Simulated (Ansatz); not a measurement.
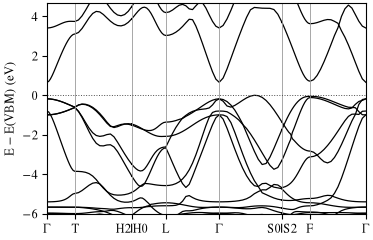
Fig. 1. Band structure from DFT-PBE+D3(BJ) in the program Ansatz with PAW potentials

The gap is 0.66 eV; an edge lies off the plotted path or next to a special point (maximum off the standard path, minimum at Γ).

The material is ZnSnN₂ in space group R-3m (No. 166; Sn on 3a, Zn on 3b, N on 6c).

A made-up cell: these elements were put on the sites of a structure type; neither database checked (COD, Materials Project) lists it. Whether it is the stable phase at ambient conditions was not checked. The cell was relaxed with PBE+D3(BJ) under the symmetry of its start; its stability against distortions is not shown here. Spin–orbit coupling is left out wherever it is not named.

Potentials: the earlier of the program's two PAW sets.
